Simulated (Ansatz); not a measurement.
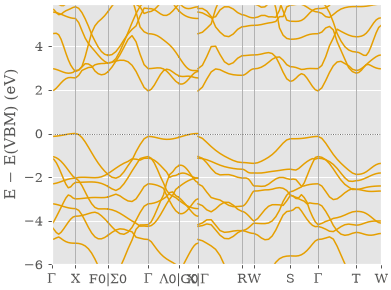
Figure: Band structure from DFT-r²SCAN in the program Ansatz with PAW potentials

Read off the gap and where the band edges lie.

About 2.0 eV (1.95 eV by a search for the band edges); maximum at X, minimum at Γ.

Which compound is it?
A. Ga2S3, Imm2 (Ga on 4d, S on 4d, S on 2a)
B. Ba2PdO3, Immm (Ba on 4i, Pd on 2a, O on 4i, O on 2d)
C. Ca3SiO, Imma (Ca on 4e, Ca on 8g, Si on 4e, O on 4b)

A, Ga2S3, Imm2 (Ga on 4d, S on 4d, S on 2a)

The workflow started from a Materials Project entry (that database holds measured and hypothetical structures alike); the Crystallography Open Database copy checked does not list it. COD files the formula under space group No. 9. Its standing as an ambient phase is unchecked. The cell was relaxed with r²SCAN under the symmetry of its start; its stability against distortions is not shown here. Scalar-relativistic: spin–orbit coupling is off unless named, which matters more the heavier the elements.

Potentials: the later of the program's two PAW sets.
